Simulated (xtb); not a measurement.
**Run report: GeH4O, energy and gradient calculation**

- system: GeH4O, SMILES [OH][GeH3]
- method: GFN2-xTB, ALPB solvent toluene (xtb 6.7.1)

The geometry was optimised with GFN2-xTB.

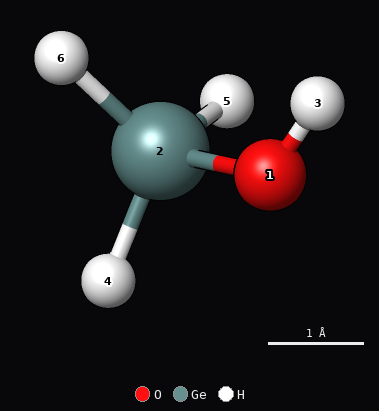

**Figure 1.** The structure (ball-and-stick view, seen at a tilt; atoms are numbered from 1 in the order of the input). Sticks mark near contacts.

### Input file (mol.coord)
```
$coord
      0.816172713226     -2.194047619736      0.786315040457  o
     -0.518503054075      0.557336925936     -0.393252006535  ge
      2.351726367574     -2.065659626828      1.724658547640  h
     -2.812989617334     -0.407330466163     -1.694687491303  h
      1.302399245092      1.804140428441     -2.177380235316  h
     -1.138786757222      2.305579255611      1.754346145058  h
$end
```

### File xtb.inp
```
$gbsa
   gbsagrid=extreme
$end
```

Run as:
```bash
xtb mol.coord --chrg 0 --alpb toluene -I xtb.inp --grad > mol.out 2> xtb.err
```

### Log
```
* xtb version 6.7.1
   ID    Z sym.   atoms
    1    8 o      1
    2   32 ge     2
    3    1 h      3-6

           -------------------------------------------------
          |                Calculation Setup                |
           -------------------------------------------------

          program call               : xtb mol.coord --chrg 0 --alpb toluene -I xtb.inp --grad
          coordinate file            : mol.coord
          omp threads                :                     1

           -------------------------------------------------
          |                 G F N 2 - x T B                 |
           -------------------------------------------------

      * Hamiltonian:
        H0-scaling (s, p, d)           1.850000    2.230000    2.230000
        zeta-weighting                 0.500000
      * Dispersion:
        s8                             2.700000
        a1                             0.520000
        a2                             5.000000
        s9                             5.000000
      * Repulsion:
        kExp                           1.500000    1.000000
        rExp                           1.000000
      * Coulomb:
        alpha                          2.000000
        third order                    shell-resolved
        anisotropic                    true
        a3                             3.000000
        a5                             4.000000
        cn-shift                       1.200000
        cn-exp                         4.000000
        max-rad                        5.000000

      * Solvation model:               ALPB
        Solvent                        toluene
        Parameter file                 internal GFN2-xTB/ALPB
        Dielectric constant                7.0000E+00
        Reference state                gsolv [1 M gas/solution]
        Free energy shift                  2.2081E-03 Eh       1.3856E+00 kcal/mol
        Temperature                        2.9815E+02 K
        Density                            8.6700E-01 kg/L
        Solvent mass                       7.8110E+01 g/mol
        Interaction kernel             P16
        Born radius scaling (c1)           1.7172E+00
        Born radii integrator          GBOBC
        Born offset                        0.0000E+00 a0       0.0000E+00 AA
        H-bond correction              false
        Ion screening                  false
        Surface tension                    1.0000E-05 Eh       1.5569E+01 dyn/cm
        Grid points                              5810 per atom

          ...................................................
          :                      SETUP                      :
          :.................................................:
          :  # basis functions                  18          :
          :  # atomic orbitals                  17          :
          :  # shells                            9          :
          :  # electrons                        14          :
          :  max. iterations                   250          :
          :  Hamiltonian                  GFN2-xTB          :
          :  restarted?                      false          :
          :  GBSA solvation                   true          :
          :  PC potential                    false          :
          :  electronic temp.          300.0000000     K    :
          :  accuracy                    1.0000000          :
          :  -> integral cutoff          0.2500000E+02      :
          :  -> integral neglect         0.1000000E-07      :
          :  -> SCF convergence          0.1000000E-05 Eh   :
          :  -> wf. convergence          0.1000000E-03 e    :
          :  Broyden damping             0.4000000          :
          :  net charge                          0          :
          :  unpaired electrons                  0          :
          ...................................................

 iter      E             dE          RMSdq      gap      omega  full diag
   1     -8.0416688 -0.804167E+01  0.464E+00    7.57       0.0  T
   2     -8.0598554 -0.181867E-01  0.519E+00    8.86       1.0  T
   3     -8.0879279 -0.280725E-01  0.318E+00    8.47       1.0  T
   4     -8.0886763 -0.748402E-03  0.754E-01    8.49       1.0  T
   5     -8.0903185 -0.164214E-02  0.159E-01    8.37       1.0  T
   6     -8.0903236 -0.508261E-05  0.398E-02    8.37       1.0  T
   7     -8.0903247 -0.113868E-05  0.296E-02    8.37       1.4  T
   8     -8.0903248 -0.792067E-07  0.141E-02    8.37       2.9  T
   9     -8.0903248 -0.698516E-07  0.159E-03    8.37      25.8  T
  10     -8.0903248 -0.599387E-09  0.166E-04    8.37     246.0  T
  11     -8.0903248 -0.890310E-11  0.207E-05    8.37    1975.5  T

   *** convergence criteria satisfied after 11 iterations ***

         #    Occupation            Energy/Eh            Energy/eV
      -------------------------------------------------------------
         1        2.0000           -0.6925108             -18.8442
         2        2.0000           -0.6361199             -17.3097
         3        2.0000           -0.5543838             -15.0856
         4        2.0000           -0.4864133             -13.2360
         5        2.0000           -0.4823604             -13.1257
         6        2.0000           -0.4404847             -11.9862
         7        2.0000           -0.4329343             -11.7807 (HOMO)
         8                         -0.1254862              -3.4147 (LUMO)
         9                         -0.1061601              -2.8888
        10                         -0.1037175              -2.8223
        11                         -0.0169342              -0.4608
        12                          0.0491372               1.3371
       ...                                ...                  ...
        17                          1.0594076              28.8279
      -------------------------------------------------------------
                  HL-Gap            0.3074481 Eh            8.3661 eV
             Fermi-level           -0.2792103 Eh           -7.5977 eV

 SCC (total)                   0 d,  0 h,  0 min,  0.007 sec
 SCC setup                      ...        0 min,  0.002 sec ( 28.367%)
 Dispersion                     ...        0 min,  0.000 sec (  0.948%)
 classical contributions        ...        0 min,  0.000 sec (  0.199%)
 integral evaluation            ...        0 min,  0.001 sec ( 11.199%)
 iterations                     ...        0 min,  0.003 sec ( 40.831%)
 molecular gradient             ...        0 min,  0.001 sec ( 16.273%)
 printout                       ...        0 min,  0.000 sec (  1.839%)

         :::::::::::::::::::::::::::::::::::::::::::::::::::::
         ::                     SUMMARY                     ::
         :::::::::::::::::::::::::::::::::::::::::::::::::::::
         :: total energy              -8.048154557568 Eh    ::
         :: total w/o Gsasa/hb        -8.045553485154 Eh    ::
         :: gradient norm              0.003160395394 Eh/a0 ::
         :: HOMO-LUMO gap              8.366088503718 eV    ::
         ::.................................................::
         :: SCC energy                -8.090324632697 Eh    ::
         :: -> isotropic ES            0.021736581122 Eh    ::
         :: -> anisotropic ES          0.000705659436 Eh    ::
         :: -> anisotropic XC          0.000796938951 Eh    ::
         :: -> dispersion             -0.001795266905 Eh    ::
         :: -> Gsolv                  -0.004078281758 Eh    ::
         ::    -> Gelec               -0.001477209345 Eh    ::
         ::    -> Gsasa               -0.004809215552 Eh    ::
         ::    -> Ghb                  0.000000000000 Eh    ::
         ::    -> Gshift               0.002208143139 Eh    ::
         :: repulsion energy           0.042170075130 Eh    ::
         :: add. restraining           0.000000000000 Eh    ::
         :: total charge              -0.000000000000 e     ::
         :::::::::::::::::::::::::::::::::::::::::::::::::::::

           -------------------------------------------------
          |                Property Printout                |
           -------------------------------------------------

    * Orbital Energies and Occupations

         #    Occupation            Energy/Eh            Energy/eV
      -------------------------------------------------------------
         1        2.0000           -0.6925108             -18.8442
         2        2.0000           -0.6361199             -17.3097
         3        2.0000           -0.5543838             -15.0856
         4        2.0000           -0.4864133             -13.2360
         5        2.0000           -0.4823604             -13.1257
         6        2.0000           -0.4404847             -11.9862
         7        2.0000           -0.4329343             -11.7807 (HOMO)
         8                         -0.1254862              -3.4147 (LUMO)
         9                         -0.1061601              -2.8888
        10                         -0.1037175              -2.8223
        11                         -0.0169342              -0.4608
        12                          0.0491372               1.3371
        13                          0.0728433               1.9822
        14                          0.1789448               4.8693
        15                          0.8257739              22.4705
        16                          0.9827925              26.7431
        17                          1.0594076              28.8279
      -------------------------------------------------------------
                  HL-Gap            0.3074481 Eh            8.3661 eV
             Fermi-level           -0.2792103 Eh           -7.5977 eV

     #   Z          covCN         q      C6AA      α(0)
     1   8 o        1.587    -0.462    22.137     6.349
     2  32 ge       3.601     0.193   168.468    23.335
     3   1 h        0.810     0.316     0.673     1.288
     4   1 h        0.941    -0.009     3.206     2.799
     5   1 h        0.938    -0.019     3.413     2.888
     6   1 h        0.938    -0.019     3.413     2.889

 Mol. C6AA /au·bohr⁶  :        567.700754
 Mol. C8AA /au·bohr⁸  :      27802.945104
 Mol. α(0) /au        :         39.549272

Wiberg/Mayer (AO) data.
largest (>0.10) Wiberg bond orders for each atom

 ---------------------------------------------------------------------------
     #   Z sym  total        # sym  WBO       # sym  WBO       # sym  WBO
 ---------------------------------------------------------------------------
     1   8 o    2.206 --     2 ge   1.216     3 h    0.873
     2  32 ge   3.753 --     1 o    1.216     4 h    0.846     6 h    0.835
                             5 h    0.835
     3   1 h    0.900 --     1 o    0.873
     4   1 h    1.000 --     2 ge   0.846
     5   1 h    1.000 --     2 ge   0.835
     6   1 h    1.000 --     2 ge   0.835
 ---------------------------------------------------------------------------

Topologies differ in total number of bonds
Writing topology from bond orders to xtbtopo.mol

molecular dipole:
                 x           y           z       tot (Debye)
 q only:        0.287       0.393       0.128
   full:        0.435       0.343       0.227       1.520
molecular quadrupole (traceless):
                xx          xy          yy          xz          yz          zz
 q only:        1.605      -1.153      -1.922       1.617      -0.569       0.317
  q+dip:        2.197      -0.678      -2.945       1.620      -0.082       0.747
   full:        2.522      -1.093      -3.215       2.125      -0.356       0.694

           -------------------------------------------------
          | TOTAL ENERGY               -8.048154557568 Eh   |
          | GRADIENT NORM               0.003160395394 Eh/α |
          | HOMO-LUMO GAP               8.366088503718 eV   |
           -------------------------------------------------

------------------------------------------------------------------------
------------------------------------------------------------------------
 total:
 *  cpu-time:     0 d,  0 h,  0 min,  0.029 sec
 * ratio c/w:     0.989 speedup
 SCF:
 *  cpu-time:     0 d,  0 h,  0 min,  0.008 sec
 * ratio c/w:     0.993 speedup
```

### Standard error
```
normal termination of xtb
```

### Key numbers

```csv
quantity,value
outcome,converged
electrons treated,14
total energy,−8.048155 hartree
dispersion energy,−0.001795 hartree
solvation energy,−0.004078 hartree
basis functions,18
largest force,0.112 eV/Å
HOMO,−11.78 eV
LUMO,−3.41 eV
dipole moment,1.52 D
hardware,"1 thread of Intel Xeon @ 2.50GHz (Skylake/Cascade Lake), 189 GiB of memory available, shared host"
peak memory,0.071 GiB
```
